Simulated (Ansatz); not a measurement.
Consider GeH3OS (SMILES [OH][GeH2][S-]) (charge −1).

```csv
atom,x (Å),y (Å),z (Å)
O,-0.4585,-1.3425,-0.2519
Ge,0.3370,0.2727,0.0884
S,-1.0979,1.8254,0.0800
H,-1.3831,-1.0842,-0.3578
H,1.4854,0.3281,-0.9875
H,1.1171,0.0006,1.4289
```

Theory: RKS PBE0-D4/def2-SVP (Ansatz 0.2.0).

Predict the electron density and electron localisation function between the atoms.

Ge–O (1.83 Å): the density is about 0.85 e/Å³ at the midpoint; the ELF peaks at about 0.85 in the valence shell of O, 0.6 Å from its nucleus, and is about 0.30 at the midpoint.
Ge–S (2.11 Å): the density is about 0.82 e/Å³ at the midpoint; the ELF peaks at about 0.80 in the valence shell of S, 0.9 Å from its nucleus, and is about 0.70 at the midpoint.
O–H (0.97 Å): the density is about 3.6 e/Å³ at the midpoint; the ELF climbs to about 1 towards the hydrogen, as it does in any bond to H: an ordinary covalent bond to hydrogen.

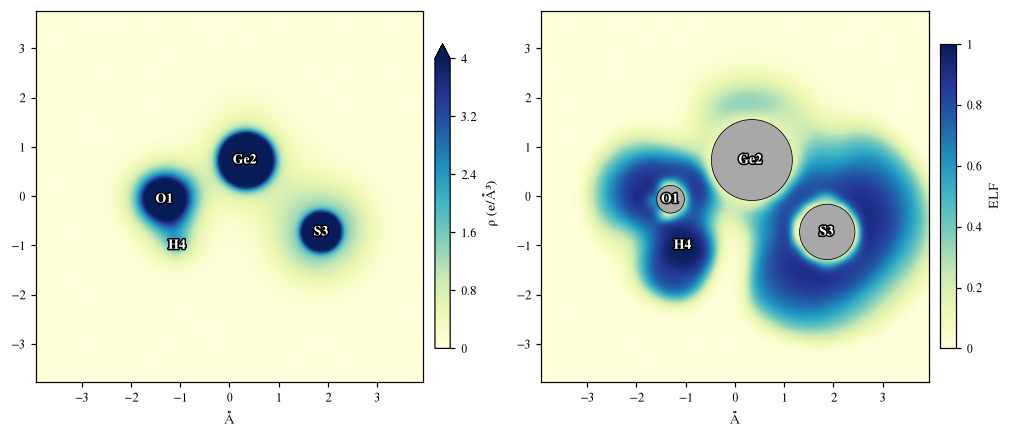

Computed electron density and electron localisation function on the plane of atoms O1, Ge2 and S3, in this order. Grey discs cover the atomic cores in the ELF map. 
